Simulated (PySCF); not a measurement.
CH₄OSZn, SMILES C[S][Zn][OH] at its CAM-B3LYP/def2-SVP optimised geometry (Å):

```
8

Zn    -0.0204     0.3554     0.0000
O      1.7444     0.3554     0.0000
H      2.1755    -0.5029     0.0727
S     -2.1755     0.5029     0.0000
C     -2.5272     0.5732    -1.7976
H     -2.0725     1.4507    -2.2761
H     -3.6173     0.6569    -1.9007
H     -2.2058    -0.3370    -2.3212
```

Calculation: PySCF with CAM-B3LYP/def2-TZVP.

Map of the Laplacian of the electron density (e/bohr⁵) on the plane z = 0.8 Å:

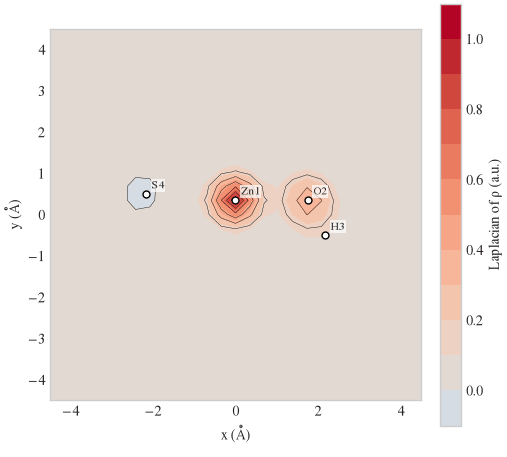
Fig. 1. Laplacian of the electron density (e/bohr⁵) on the plane z = 0.8 Å.
